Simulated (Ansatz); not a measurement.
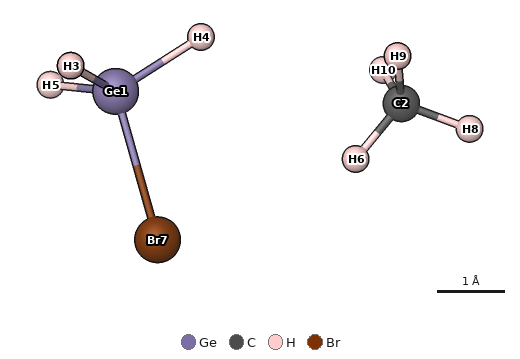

Fig. 1: The input geometry (ball-and-stick view, seen on its broad side; atoms are numbered from 1 in the order of the input). Sticks mark near contacts.

## CH₇BrGe: single-point calculation

CH₇BrGe, computed with RKS PBE0-D4/def2-TZVPP (Ansatz 0.2.0).

The geometry is the product side of a reaction. The reaction was set up to form Ge1–Br7 and C2–H6 and to break Ge1–C2 and H6–Br7 (atoms counted from 1 in the order of the input); sticks are drawn by distance alone. The geometry comes from this level: PBE0-D4/def2-TZVP.

Output
```
Functional definition: PBE0
  name "PBE0"
  cite "Adamo & Barone, J. Chem. Phys. 110, 6158 (1999) doi:10.1063/1.478522"
  cite "Perdew, Burke & Ernzerhof, Phys. Rev. Lett. 77, 3865 (1996) doi:10.1103/PhysRevLett.77.3865"
  parent pbe
  parameter a = 0.25
  parameter kappa = 0.804
  parameter beta = 0.06672455060314922
  exchange = (1 - a)*pbe_x(kappa = kappa, mu = beta*pi^2/3) + a*exact_x
  correlation = pbe_c(beta = beta)
1407 factors; their error is unknown
mean field evaluation 1: about -127694.9524 eV, gradient 4.9e1 eV
mean field evaluation 2: about -127694.3096 eV, gradient 4.9e1 eV
mean field evaluation 4: about -127699.7985 eV, gradient 1.5e0 eV
mean field evaluation 8: about -127700.5007 eV, gradient 5.0e-1 eV
mean field evaluation 16: about -127700.5009 eV, gradient 4.0e-5 eV
mean field -127700.50088323 eV, -4692.9068489502 hartree, gradient 4.0e-5 eV, S^2 0.000000; 0 other end points of the search recorded, 0 dependent functions left out
reference -127700.50091758 eV, -4692.9068502126 hartree; 40, 40 occupied and 185, 185 virtual orbitals, 1407 factors
Total energy: -127700.62449062 eV, -4692.9113914382 hartree
```

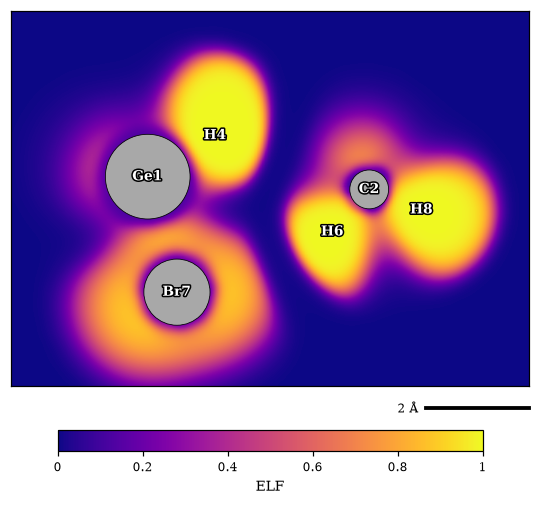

Fig. 2: ELF on the plane of atoms H6, C2 and H8. Grey discs, where drawn, cover atomic cores. Atoms in the plane: Ge, C, H and Br. Ge–Br (2.31 Å): the ELF peaks at about 0.80 in the valence shell of Br, 1.0 Å from its nucleus, and is about 0.75 at the midpoint. C–H (1.09 Å): the ELF climbs to about 1 towards the hydrogen, as it does in any bond to H (a covalent bond by its length). Ge–H (1.53 Å): the ELF climbs to about 1 towards the hydrogen.

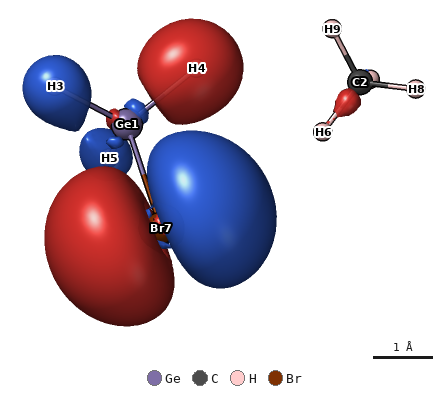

Fig. 3: The HOMO at ±0.08 Å⁻³ᐟ² (blue and red are the two phases), seen at a tilt. Its energy is −8.28 eV.

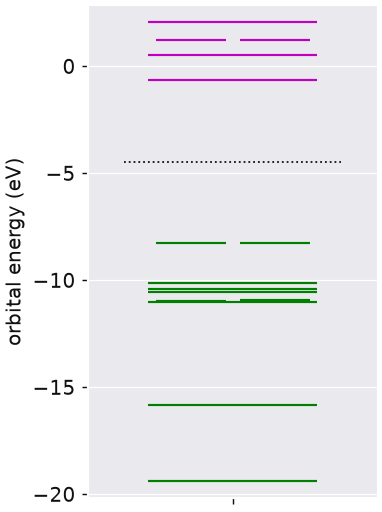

Fig. 4: Orbital energies near the frontier; the dotted line parts filled from empty levels, and levels within 0.02 eV of each other stand side by side. Highest filled −8.28 eV, lowest empty −0.63 eV, 7.65 eV apart.

This output came from the following input.

Input file
```yaml
crystal:
  periodic: [false, false, false]
  atoms:
    - {symbol: Ge, position_ang: [-0.761944, 1.696603, -1.140209]}
    - {symbol: C, position_ang: [0.621637, -1.610337, 1.238331]}
    - {symbol: H, position_ang: [-2.020653, 1.633591, -2.010578]}
    - {symbol: H, position_ang: [-0.939513, 0.929101, 0.172215]}
    - {symbol: H, position_ang: [-0.315057, 3.141420, -0.898022]}
    - {symbol: H, position_ang: [0.980886, -1.301005, 0.257177]}
    - {symbol: Br, position_ang: [0.929363, 0.653143, -2.318858]}
    - {symbol: H, position_ang: [1.179013, -2.485570, 1.571125]}
    - {symbol: H, position_ang: [-0.437958, -1.858528, 1.177262]}
    - {symbol: H, position_ang: [0.764226, -0.798519, 1.951555]}
basis:
  gaussian: {orbitals: def2-TZVPP}
hamiltonian: {xc: pbe0, dispersion: d4}
output: {orbitals: {seedname: orbitals}}
```

Launch command:
```bash
ansatz run in.yaml --threads 8 --pin off --events-out ev --progress --plain --max-ram 19148MiB
```

Key numbers

```csv
quantity,value
outcome,converged
total energy,−127700.6245 eV
mean-field energy,−127700.5009 eV
dispersion energy,−0.1236 eV
SCF solution under orbital rotations,stable
HOMO,−8.28 eV
LUMO,−0.63 eV
hardware,"8 threads of Arm Neoverse V1, 23 GiB of memory available, shared host"
wall time,1.9 s (CPU time 13 s)
peak memory,0.69 GiB
```
